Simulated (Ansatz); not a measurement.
System: Ge$_{2}$Sb$_{2}$Se.

Input

```
crystal:
  lattice:
    - [4.449120909, 0.0, 0.0]
    - [-2.2245604545, 3.8530517317, 0.0]
    - [0.0, 0.0, 8.3880838975]
  atoms:
    - { symbol: Ge, position: [0.3333333333, 0.6666666667, 0.5] }
    - { symbol: Ge, position: [0.6666666667, 0.3333333333, 0.0] }
    - { symbol: Sb, position: [0.0, 0.0, 0.3252614062] }
    - { symbol: Sb, position: [0.0, 0.0, 0.6747385938] }
    - { symbol: Se, position: [0.3333333333, 0.6666666667, 0.0] }
basis:
  ecutwfc: 420
kpoints:
  mp_grid: { grid: [12, 12, 6] }
  band_path:
    path:
      - [[0.0, 0.0, 0.0], [0.5, 0.0, 0.0], [0.33333333, 0.33333333, 0.0], [0.0, 0.0, 0.0], [0.0, 0.0, 0.5], [0.5, 0.0, 0.5], [0.33333333, 0.33333333, 0.5], [0.0, 0.0, 0.5]]
      - [[0.5, 0.0, 0.5], [0.5, 0.0, 0.0]]
      - [[0.33333333, 0.33333333, 0.5], [0.33333333, 0.33333333, 0.0]]
    npoints: 14
hamiltonian:
  xc: pbe
scf:
  occupations: { method: gaussian, width: 0.1 }
  n_extra_bands: 12
output:
  forces: true
  stress: true
  eigenvalues: true
  populations: true
  dos: { projected: true, de: 0.02, nscf_kmesh: { grid: [15, 15, 8] } }
  bader: true
  write_density: true
  write_potential: true
  elf: true
  volumetric_format: npy
```

Run with:

```sh
ansatz run input.yaml --threads 1 --pin off --max-ram 2560MiB --backend cpu --events-out ev --progress --plain --runs-dir out
```

Below, planes, directions and counts refer to the conventional cell (a = 4.45 Å, b = 4.45 Å, c = 8.39 Å, α = 90.00°, β = 90.00°, γ = 120.00°).

Space group P-6m2; a structure generated by program, which may or may not match a known phase.

The calculation used DFT PBE, scalar-relativistic, plane waves, PAW (Ansatz 0.2.0).

**What will maps of the valence pseudo-density and electron localisation function show?**

Ge–Se (2.57 Å): ρ is about 0.41 e/Å³ halfway; the ELF is about 0.55 at the midpoint.
Bader's partition of the density gives Ge −0.06 to +0.48, Sb +0.09 and Se −0.60 e.

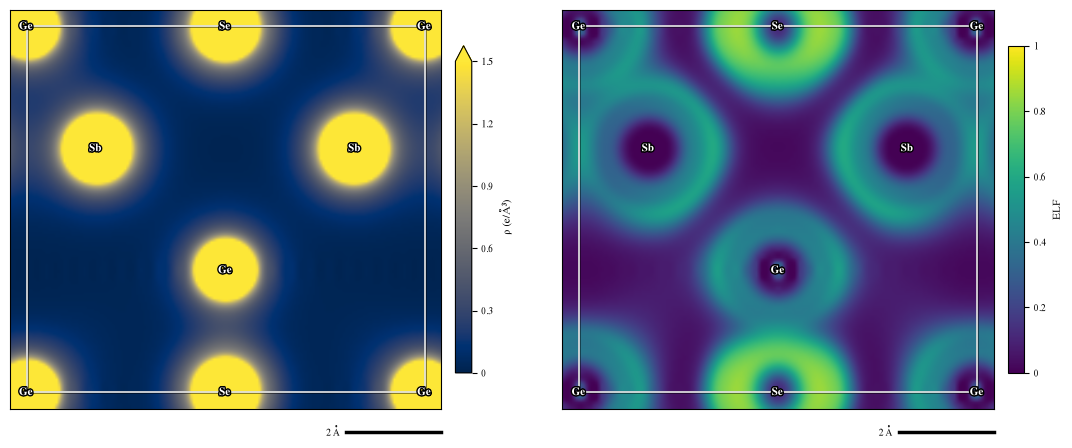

Computed valence pseudo-density and electron localisation function on the (110) plane of the conventional cell, in this order. 
